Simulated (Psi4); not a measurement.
# CH4AlIn (SMILES [CH2]1[AlH][InH]1): PBE0/def2-SVPD (core potential)

Aim: the vertical electron affinity of CH4AlIn at PBE0/def2-SVPD (core potential), from 2 runs. 

The calculation is run with Psi4 1.11.

1 further run of the same task is left out (set aside as unsound or not needed).

**1. The structure to begin with**

CH4AlIn has 7 atoms, charge 0, and is taken as a singlet. As SMILES, `[CH2]1[AlH][InH]1`. Geometry: relaxed at PBE0-D4/def2-TZVP.

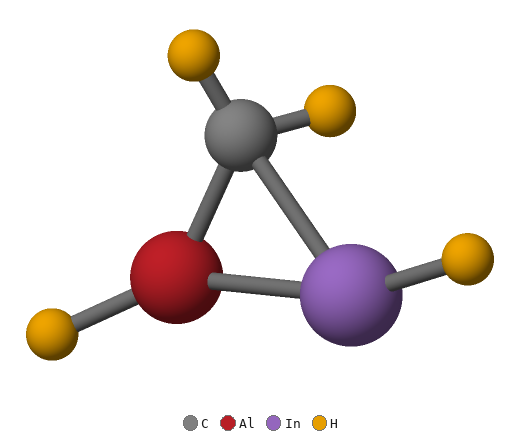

The structure, seen from a chosen angle (carbon grey, aluminium red, indium purple, hydrogen amber).

**2. Energy and forces at PBE0/def2-SVPD (core potential)**

Contents of calc.dat:

```
memory 1600 mb

molecule {
  0 1
  C     -0.613000     0.132400    -0.657400
  Al    -0.455200     0.915100     1.037900
  In     1.229300    -0.924400     0.544100
  H     -0.896900    -0.927600    -0.754800
  H     -0.866200     0.635300    -1.593000
  H     -0.487600     2.358400     1.689000
  H      2.089500    -2.189200    -0.265800
  symmetry c1
}

set basis def2-SVPD
set puream true
set e_convergence 1e-09
set d_convergence 1e-08
set scf_type pk
set dft_radial_points 99
set dft_spherical_points 590

E, wfn = gradient('pbe0', return_wfn=True)
oeprop(wfn, 'MULLIKEN_CHARGES', 'MAYER_INDICES', 'QUADRUPOLE')
```

Launch:

```bash
$ psi4 calc.dat calc.out -n 1
```

calc.out:

```text
[...]
    !!!  WARNING: ECP capability is in beta. Please check occupations closely.  !!!
[...]
  Running in c1 symmetry.
[...]
  Nuclear repulsion =  142.991862818246489
[...]
  Multiplicity = 1
[...]
  Nalpha       = 22
  Nbeta        = 22
[...]
    Number of basis functions: 108
[...]
   @RKS iter   1:  -472.21004023472256   -5.51549e-01   8.46758e-03 ADIIS/DIIS
[...]
   @RKS iter  13:  -472.72711539096048   -6.25278e-13   3.05154e-09 DIIS
[...]
    Orbital Energies [Eh]
    ---------------------
    Doubly Occupied:
       1A    -56.148105     2A    -10.214360     3A     -4.716484
       4A     -4.178785     5A     -3.115964     6A     -3.108924
       7A     -3.105025     8A     -2.714370     9A     -2.711183
      10A     -2.706990    11A     -0.787200    12A     -0.783993
      13A     -0.779180    14A     -0.778199    15A     -0.774150
      16A     -0.658636    17A     -0.441053    18A     -0.407695
      19A     -0.375353    20A     -0.331313    21A     -0.248844
      22A     -0.209842
[...]
  @RKS Final Energy:  -472.72711539096048
   => Energetics <=
    Nuclear Repulsion Energy =            142.9918628182464886
    One-Electron Energy =               -1010.3103367929281831
    Two-Electron Energy =                 426.5343316544249319
    DFT Exchange-Correlation Energy =     -31.9429730707037649
    Empirical Dispersion Energy =           0.0000000000000000
    VV10 Nonlocal Energy =                  0.0000000000000000
    Total Energy =                       -472.7271153909604777
[...]
  -Total Gradient:
     Atom            X                  Y                   Z
    ------   -----------------  -----------------  -----------------
       1       -0.000645429592    -0.001317668143    -0.001153025077
       2        0.000145909328    -0.002424381004    -0.003174014062
       3       -0.001583533460     0.000840226588    -0.001604941675
       4        0.001340963866     0.004944398235     0.000693280742
       5        0.001257728139    -0.002538400068     0.004929827578
       6        0.000122432966    -0.000391186688    -0.000446198041
       7       -0.000636934029     0.000888603317     0.000749364689
[...]
 Multipole Moments:
 ------------------------------------------------------------------------------------
     Multipole            Electronic (a.u.)      Nuclear  (a.u.)        Total (a.u.)
 ------------------------------------------------------------------------------------
 L = 1.  Multiply by 2.5417464519 to convert [e a0] to [Debye]
 Dipole X            :         33.7626594          -33.6014115            0.1612479
 Dipole Y            :        -29.3081248           29.2200690           -0.0880558
 Dipole Z            :          5.3384471           -5.1303252            0.2081219
 Magnitude           :                                                    0.2776139
 L = 2.  Multiply by 1.3450342976 to convert [e a0^2] to [Debye ang]
 Quadrupole XX       :       -190.1352736          157.7209747          -32.4142988
 Quadrupole XY       :        140.8148060         -139.1251510            1.6896550
[...]
  Mulliken Charges: (a.u.)
   Center  Symbol    Alpha    Beta     Spin     Total
       1     C     3.15347  3.15347  0.00000 -0.30694
       2    AL     6.28726  6.28726  0.00000  0.42548
       3    IN    10.44469 10.44469  0.00000  0.11062
       4     H     0.47283  0.47283  0.00000  0.05435
       5     H     0.59382  0.59382  0.00000 -0.18765
       6     H     0.55243  0.55243  0.00000 -0.10486
       7     H     0.49550  0.49550  0.00000  0.00900
   Total alpha = 22.00000, Total beta = 22.00000, Total charge = -0.00000
  Mayer Bond Indices:
[...]
```

Run time: 26 s. Hardware: 1 thread of Intel Xeon 6975P-C (Granite Rapids), shared host; peak memory 0.59 GiB.

**3. The doublet anion**

Contents of input.inp:

```
memory 1600 mb

molecule molecule1 {
  -1 2
  C
  Al 1 1.873916
  In 1 2.440184 2 70.84442
  H 1 1.101674 2 120.23618 3 65.08216
  H 1 1.091955 4 107.916 3 142.37045
  H 2 1.583697 1 138.66578 5 -5.85874
  H 3 1.73078 1 117.47144 5 -53.85116
  symmetry c1
  no_reorient
  no_com
}

set {
  basis                def2-SVPD
  reference            uks
  puream               true
  e_convergence        1e-09
  d_convergence        1e-08
  scf_type             pk
  dft_radial_points    99
  dft_spherical_points 590
  maxiter              100
}

E, wfn = gradient('pbe0', return_wfn=True)
oeprop(wfn, 'LOWDIN_CHARGES', 'MAYER_INDICES', 'DIPOLE')
print_variables()
```

Launch:

```bash
$ psi4 -i input.inp -o input.out -n 1
```

input.out, shortened:

```text
[...]
    !!!  WARNING: ECP capability is in beta. Please check occupations closely.  !!!
[...]
  Running in c1 symmetry.
[...]
  Nuclear repulsion =  142.991869502866422
[...]
  Multiplicity = 2
[...]
  Nalpha       = 23
  Nbeta        = 22
[...]
    Number of basis functions: 108
[...]
   @UKS iter   1:  -472.07867020373789   -3.65371e-01   9.19692e-03 ADIIS/DIIS
[...]
   @UKS iter  18:  -472.75141613003791   -4.88853e-12   4.71042e-09 DIIS
[...]
   @S^2 Observed:                7.600407607E-01
[...]
  @UKS Final Energy:  -472.75141613003791
   => Energetics <=
    Nuclear Repulsion Energy =            142.9918695028664217
    One-Electron Energy =               -1018.4864401468259985
    Two-Electron Energy =                 434.8269020928035502
    DFT Exchange-Correlation Energy =     -32.0837475788818409
    Empirical Dispersion Energy =           0.0000000000000000
    VV10 Nonlocal Energy =                  0.0000000000000000
    Total Energy =                       -472.7514161300379101
[...]
  -Total Gradient:
     Atom            X                  Y                   Z
    ------   -----------------  -----------------  -----------------
       1       -0.004121567371     0.007254952419     0.014011364100
       2       -0.014832734420    -0.011796624229    -0.007117340784
       3        0.013719675245    -0.003671156221    -0.016744053999
       4       -0.005880635122     0.007768253391    -0.001803003660
       5        0.010160079488     0.000008676246     0.007219076074
       6        0.005002620216     0.003705283273    -0.002725685546
       7       -0.004051350158    -0.003270929583     0.007155170142
[...]
 Multipole Moments:
 ------------------------------------------------------------------------------------
     Multipole            Electronic (a.u.)      Nuclear  (a.u.)        Total (a.u.)
 ------------------------------------------------------------------------------------
 L = 1.  Multiply by 2.5417464519 to convert [e a0] to [Debye]
 Dipole X            :          0.6125254           -0.5036692            0.1088562
 Dipole Y            :         45.2841833          -44.5704485            0.7137348
 Dipole Z            :         -5.2365448            4.7338315           -0.5027134
 Magnitude           :                                                    0.8797658
[...]
```

Wall time 49 s (1 thread of Intel Xeon 6975P-C (Granite Rapids), shared host); peak memory 0.59 GiB.

**4. What came out**

At PBE0/def2-SVPD (core potential):

| quantity | value |
| --- | --- |
| singlet CH4AlIn: total energy | -472.72712 Eh |
| singlet CH4AlIn: dipole moment | 0.71 D |
| singlet CH4AlIn: HOMO energy | -5.71 eV |
| singlet CH4AlIn: LUMO energy | -2.17 eV |
| singlet CH4AlIn: HOMO–LUMO gap | 3.54 eV |
| singlet CH4AlIn: largest force on an atom | 0.292 eV/Å |
| doublet anion: total energy | -472.75142 Eh |
| doublet anion: HOMO energy (highest over α and β) | 0.86 eV |
| doublet anion: LUMO energy (lowest over α and β) | 2.85 eV |
| doublet anion: ⟨S²⟩ | 0.760 |
| doublet anion: largest force on an atom | 1.129 eV/Å |
| vertical electron affinity (to the doublet anion) | 0.661 eV |

In words: At fixed nuclei the extra electron is bound by 0.66 eV (63.8 kJ/mol). The largest force (singlet CH4AlIn) is 0.29 eV/Å: the shape isn't a stationary point for this species at this level. Mulliken charges (singlet CH4AlIn) run from -0.31 on C1 to +0.43 on Al2; in a basis this large or diffuse they mean little. The HOMO (doublet anion) lies at positive energy, 0.86 eV; only total energies tell whether the electron is bound.
